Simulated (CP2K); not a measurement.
Band structure of the (001) slab of Ba (cut from a parent of space group no. 229; 4 atoms in the cell).

```xyz
4
Lattice="5.1224 0.0000 0.0000 0.0000 5.1224 0.0000 0.0000 0.0000 17.5300" Properties=species:S:1:pos:R:3 pbc="T T T"
Ba     0.0000     0.0000     7.5100
Ba     2.5612     2.5612     5.0000
Ba     0.0000     0.0000    12.5300
Ba     2.5612     2.5612    10.0200
```

Method: CP2K with PBEsol, GPW, DZVP-MOLOPT-SR-GTH basis, GTH-PBE potentials (GTH_POTENTIALS).

Settings: CUTOFF = 500 Ry; REL_CUTOFF = 50 Ry; SMEAR/METHOD = METHFESSEL_PAXTON; SIGMA = 0.272 eV; KPOINTS/SCHEME = MONKHORST-PACK 9 9 1; XC_FUNCTIONAL = PBE:PBESOL; Ba/BASIS_SET = DZVP-MOLOPT-SR-GTH; Ba/POTENTIAL = GTH-PBE-q10; METHOD = GPW; EPS_DEFAULT = 1e-10; EXTRAPOLATION = USE_GUESS; NGRIDS = 5; SCF_GUESS = ATOMIC; EPS_SCF = 1e-07.

The starting cell has typed, rounded lattice constants, without a prior relaxation at this level. The slab is cut from that crystal, and its faces are unrelaxed. Its lattice was rescaled in the plane by a random factor within 2.5 % of one. Values carry the incompleteness of an atom-centred basis. The potentials were made for another functional than the one used.

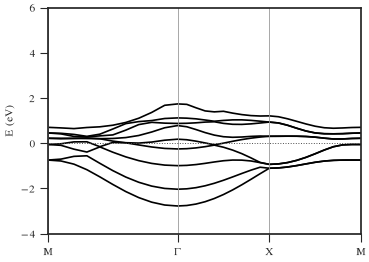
Figure: Bands along the path, energies from the Fermi level.

Levels in eV from the Fermi level, bands 17 to 22:
```json
[
 {"point": "M", "17": "-0.75", "18": "-0.75", "19": "-0.06", "20": "-0.06", "21": "0.21", "22": "0.21"},
 {"point": "Γ", "17": "-2.78", "18": "-2.04", "19": "-1.00", "20": "-0.26", "21": "0.17", "22": "0.78"},
 {"point": "X", "17": "-1.11", "18": "-1.11", "19": "-0.94", "20": "-0.94", "21": "0.30", "22": "0.30"}
]
```

Bands cross the Fermi level along this path, so the cell is metallic at this level.

Higher empty bands are left out: an atom-centred basis made for the valence describes them poorly.
